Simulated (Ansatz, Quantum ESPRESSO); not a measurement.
## BeSi (Pm-3m): phonons by linear response

How does BeSi (Pm-3m) vibrate, and is this structure a minimum?

Calculated with Quantum ESPRESSO 7.5; DFT LDA, scalar-relativistic, plane waves, JTH PAW pseudopotentials.

The structure was built from a prototype and need not be the compound's stable phase.

## Step 1: Set-up

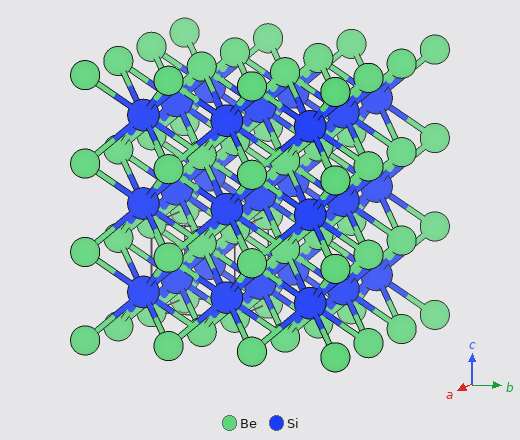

Start, viewed slightly off an axis; beryllium green, silicon blue. 3×3×3 cells are drawn. Some periodic images of atoms are drawn too.

As a file:

```
CELL_PARAMETERS angstrom
2.79566 0.00000 0.00000
0.00000 2.79566 0.00000
0.00000 0.00000 2.79566
ATOMIC_POSITIONS crystal
Be 0.00000 0.00000 0.00000
Si 0.50000 0.50000 0.50000
```

## Step 2: A probe with smearing

A cheap run with smearing and empty bands tells whether the crystal has a gap, which decides between fixed occupations and smearing later on.

probe.in

```
 &control
    calculation='scf',
    prefix='x',
    outdir='./tmp',
    pseudo_dir='./pseudo',
    tprnfor=.true.,
    tstress=.true.,
    verbosity='high',
 /
 &system
    ibrav=1,
    celldm(1)=5.28302518,
    nat=2,
    ntyp=2,
    ecutwfc=50.0,
    ecutrho=250.0,
    occupations='smearing',
    smearing='gaussian',
    degauss=0.01,
 /
 &electrons
    conv_thr=1.0d-07,
    mixing_beta=0.7,
    electron_maxstep=100,
 /
ATOMIC_SPECIES
 Be      9.0122  Be.upf
 Si     28.0850  Si.upf
ATOMIC_POSITIONS crystal
 Be     0.000000000   0.000000000   0.000000000
 Si     0.500000000   0.500000000   0.500000000
K_POINTS automatic
 6 6 6 0 0 0
```

On the command line:

```sh
$ OMP_NUM_THREADS=1 mpirun -n 4 pw.x -nk 4 -in probe.in > probe.out
```

Log:

```text
[banners, grids, parts of the stress and lines that vanish by symmetry left out]
Program PWSCF v.7.5
     file Be.upf: wavefunction(s)  2P 0P renormalized
     file Si.upf: wavefunction(s)  0S 0P renormalized
[...]
kinetic-energy cutoff     =      50.0000  Ry
     charge density cutoff     =     250.0000  Ry
     scf convergence threshold =      1.0E-07
[...]
Exchange-correlation= SLA PW NOGX NOGC
                           (   1   4   0   0   0   0   0)
[...]
48 Sym. Ops., with inversion, found
[...]
(     0          1          0      )
                  (     0          0          1      )
[...]
(  0.0000000  1.0000000  0.0000000 )
                  (  0.0000000  0.0000000  1.0000000 )
[...]
(     0         -1          0      )
                  (     0          0          1      )
[...]
(  0.0000000 -1.0000000  0.0000000 )
[...]
(     0          0          1      )
                  (     1          0          0      )
[...]
( -1.0000000  0.0000000  0.0000000 )
                  (  0.0000000  1.0000000  0.0000000 )
[...]
number of k points=    20  Gaussian smearing, width (Ry)=  0.0100
[...]
End of self-consistent calculation
[...]
the Fermi energy is    10.3302 ev
!    total energy              =     -73.77656051 Ry
[...]
convergence has been achieved in   5 iterations
[...]
atom    1 type  1   force =     0.00000000    0.00000000    0.00000000
     atom    2 type  2   force =     0.00000000    0.00000000    0.00000000
[...]
Total force =     0.000000     Total SCF correction =     0.000000
[...]
total   stress  (Ry/bohr**3)                   (kbar)     P=       -6.59
[...]
XML data file, charge density, pseudopotentials, collected wavefunctions

   JOB DONE.
```

Run time: 2.7 s. Hardware: 4 MPI ranks of Intel Xeon Platinum 8175M at 2.50GHz (Skylake/Cascade Lake), shared host; 10 s of CPU time.

This step gave:

```
volume per atom   : 10.92 Å³
pressure          : -0.659 GPa
gap on the k-mesh : 0 eV
```

No gap opens on this mesh, so smearing is kept; the start stands at -0.66 GPa.

## Step 3: Relaxing the cell and atoms

The relaxation runs at a cutoff a fifth above that of the response, since stress converges more slowly with the basis than frequencies do. Forces and stress are brought to rest with tight thresholds.

relax.in

```
 &control
    calculation='vc-relax',
    prefix='x',
    outdir='./tmp',
    pseudo_dir='./pseudo',
    tprnfor=.true.,
    tstress=.true.,
    forc_conv_thr=2.0d-05,
    etot_conv_thr=1.0d-07,
    nstep=40,
 /
 &system
    ibrav=1,
    celldm(1)=5.28302518,
    nat=2,
    ntyp=2,
    ecutwfc=60,
    ecutrho=300.0,
    occupations='smearing',
    smearing='gaussian',
    degauss=0.02,
 /
 &electrons
    conv_thr=1.0d-11,
    mixing_beta=0.7,
    electron_maxstep=100,
 /
 &ions
 /
 &cell
    press_conv_thr=0.2,
 /
ATOMIC_SPECIES
 Be      9.0122  Be.upf
 Si     28.0850  Si.upf
ATOMIC_POSITIONS crystal
 Be     0.000000000   0.000000000   0.000000000
 Si     0.500000000   0.500000000   0.500000000
K_POINTS automatic
 12 12 12 0 0 0
```

On the command line:

```sh
$ OMP_NUM_THREADS=1 mpirun -n 4 pw.x -nk 4 -in relax.in > relax.out
```

Log:

```text
[banners, grids, parts of the stress and lines that vanish by symmetry left out]
[banner, memory and clock lines left out]
Program PWSCF v.7.5

[...]
kinetic-energy cutoff     =      60.0000  Ry
     charge density cutoff     =     300.0000  Ry
     scf convergence threshold =      1.0E-11
[...]
energy convergence thresh.=      1.0E-07
     force convergence thresh. =      2.0E-05
     press convergence thresh. =      2.0E-01
     Exchange-correlation= SLA PW NOGX NOGC
                           (   1   4   0   0   0   0   0)
[...]
48 Sym. Ops., with inversion, found
[...]
number of k points=    84  Gaussian smearing, width (Ry)=  0.0200
[...]
End of self-consistent calculation
[...]
the Fermi energy is    10.5784 ev
!    total energy              =     -73.78263204 Ry
[...]
convergence has been achieved in   7 iterations
[...]
atom    1 type  1   force =     0.00000000    0.00000000    0.00000000
     atom    2 type  2   force =     0.00000000    0.00000000    0.00000000
     Total force =     0.000000     Total SCF correction =     0.000000
[...]
total   stress  (Ry/bohr**3)                   (kbar)     P=        1.57
[...]
number of bfgs steps    =   0
[...]
CELL_PARAMETERS (alat=  5.28302518)
[...]
ATOMIC_POSITIONS (crystal)
Be               0.0000000000        0.0000000000        0.0000000000
Si               0.5000000000        0.5000000000        0.5000000000
[...]
New effective cutoffs (rho, wfc):  299.71   59.96
[...]
End of self-consistent calculation
[...]
the Fermi energy is    10.5679 ev
!    total energy              =     -73.78263299 Ry
[...]
convergence has been achieved in   6 iterations
[...]
atom    1 type  1   force =     0.00000000    0.00000000    0.00000000
     atom    2 type  2   force =     0.00000000    0.00000000    0.00000000
     Total force =     0.000000     Total SCF correction =     0.000000
[...]
total   stress  (Ry/bohr**3)                   (kbar)     P=        0.79
[...]
number of bfgs steps    =   1
[...]
CELL_PARAMETERS (alat=  5.28302518)
[...]
ATOMIC_POSITIONS (crystal)
Be               0.0000000000        0.0000000000        0.0000000000
Si               0.5000000000        0.5000000000        0.5000000000
[...]
New effective cutoffs (rho, wfc):  299.55   59.92
[...]
End of self-consistent calculation
[...]
the Fermi energy is    10.5573 ev
!    total energy              =     -73.78263330 Ry
[...]
convergence has been achieved in   6 iterations
[...]
atom    1 type  1   force =     0.00000000    0.00000000    0.00000000
     atom    2 type  2   force =     0.00000000    0.00000000    0.00000000
     Total force =     0.000000     Total SCF correction =     0.000000
[...]
total   stress  (Ry/bohr**3)                   (kbar)     P=        0.00
[...]
number of bfgs steps    =   2
[...]
small trust_radius: resetting bfgs history
[...]
CELL_PARAMETERS (alat=  5.28302518)
[...]
ATOMIC_POSITIONS (crystal)
Be               0.0000000000        0.0000000000        0.0000000000
Si               0.5000000000        0.5000000000        0.5000000000
[...]
New effective cutoffs (rho, wfc):  299.55   59.92
[...]
End of self-consistent calculation
[...]
the Fermi energy is    10.5573 ev
!    total energy              =     -73.78263330 Ry
[...]
convergence has been achieved in   1 iterations
[...]
atom    1 type  1   force =     0.00000000    0.00000000    0.00000000
     atom    2 type  2   force =     0.00000000    0.00000000    0.00000000
     Total force =     0.000000     Total SCF correction =     0.000000
[...]
total   stress  (Ry/bohr**3)                   (kbar)     P=        0.01
[...]
bfgs converged in   4 scf cycles and   3 bfgs steps
[...]
End of BFGS Geometry Optimization
     Final enthalpy           =     -73.7826333024 Ry
     File ./tmp/x.bfgs deleted, as requested
[...]
CELL_PARAMETERS (alat=  5.28302518)
[...]
ATOMIC_POSITIONS (crystal)
Be               0.0000000000        0.0000000000        0.0000000000
Si               0.5000000000        0.5000000000        0.5000000000
[...]
Final scf calculation at the relaxed structure.
[...]
kinetic-energy cutoff     =      60.0000  Ry
     charge density cutoff     =     300.0000  Ry
     scf convergence threshold =      1.0E-13
[...]
press convergence thresh. =      2.0E-01
     Exchange-correlation= SLA PW NOGX NOGC
                           (   1   4   0   0   0   0   0)
[...]
48 Sym. Ops., with inversion, found
[...]
number of k points=    84  Gaussian smearing, width (Ry)=  0.0200
[...]
c_bands:  1 eigenvalues not converged
     c_bands:  1 eigenvalues not converged
     c_bands:  1 eigenvalues not converged
[...]
End of self-consistent calculation
[...]
the Fermi energy is    10.5573 ev
!    total energy              =     -73.78263657 Ry
[...]
convergence has been achieved in   8 iterations
[...]
atom    1 type  1   force =     0.00000000    0.00000000    0.00000000
     atom    2 type  2   force =     0.00000000    0.00000000    0.00000000
     Total force =     0.000000     Total SCF correction =     0.000000
[...]
total   stress  (Ry/bohr**3)                   (kbar)     P=        0.01
[...]
XML data file, charge density, pseudopotentials, collected wavefunctions
```

Run time: 20 s. Hardware: 4 MPI ranks; 78 s of CPU time.

Little changed from the start: no atom moved by 0.005 Å and no cell edge by 0.1 %.

The last row of the table of steps is pw.x's closing run on a basis chosen anew for the final cell, so its energy can jump.

Read from the output:

| Quantity | Value |
| --- | --- |
| volume per atom | 10.94 Å³ |
| pressure | 0.001 GPa |

## Step 4: Self-consistent run for the response

The response is built on this ground state, so it is converged far tighter than an energy would need. Smearing stays on, as the first look found no gap above 0.3 eV.

scf.in

```
 &control
    calculation='scf',
    prefix='x',
    outdir='./tmp',
    pseudo_dir='./pseudo',
    tprnfor=.true.,
    tstress=.true.,
 /
 &system
    ibrav=1,
    celldm(1)=5.28585066,
    nat=2,
    ntyp=2,
    ecutwfc=50.0,
    ecutrho=250.0,
    occupations='smearing',
    smearing='gaussian',
    degauss=0.02,
 /
 &electrons
    conv_thr=1.0d-12,
    mixing_beta=0.7,
    electron_maxstep=100,
 /
ATOMIC_SPECIES
 Be      9.0122  Be.upf
 Si     28.0850  Si.upf
ATOMIC_POSITIONS crystal
 Be     0.000000000   0.000000000   0.000000000
 Si     0.500000000   0.500000000   0.500000000
K_POINTS automatic
 12 12 12 0 0 0
```

On the command line:

```sh
$ OMP_NUM_THREADS=1 mpirun -n 4 pw.x -nk 4 -in scf.in > scf.out
```

Log:

```text
[banners, grids, parts of the stress and lines that vanish by symmetry left out]
[banner, memory and clock lines left out]
Program PWSCF v.7.5

[...]
kinetic-energy cutoff     =      50.0000  Ry
     charge density cutoff     =     250.0000  Ry
     scf convergence threshold =      1.0E-12
[...]
Exchange-correlation= SLA PW NOGX NOGC
                           (   1   4   0   0   0   0   0)
[...]
48 Sym. Ops., with inversion, found
[...]
number of k points=    84  Gaussian smearing, width (Ry)=  0.0200
[...]
End of self-consistent calculation
[...]
the Fermi energy is    10.5574 ev
!    total energy              =     -73.78198210 Ry
[...]
convergence has been achieved in   7 iterations
[...]
atom    1 type  1   force =     0.00000000    0.00000000    0.00000000
     atom    2 type  2   force =     0.00000000    0.00000000    0.00000000
     Total force =     0.000000     Total SCF correction =     0.000000
[...]
total   stress  (Ry/bohr**3)                   (kbar)     P=       -0.57
[...]
XML data file, charge density, pseudopotentials, collected wavefunctions
```

It took 5 s on 4 MPI ranks; 19 s of CPU time.

Numbers from this step:

```yaml
pressure: -0.05700 GPa
```

The cell stands at -0.057 GPa, close enough for phonons.

(Part 1 of 3 ends here.)

[Host names and launcher messages were left out of these logs when they were recorded.]

[Logs are printed without paths, hosts, clocks, repeated set-up lines and the standing remarks that a program may print on its own settings, such as how far it seeks lower states.]

[Hosts, paths, dates, database ids (printed as entryN), source tags and the programs' standing remarks are cut or masked in the printed files.]
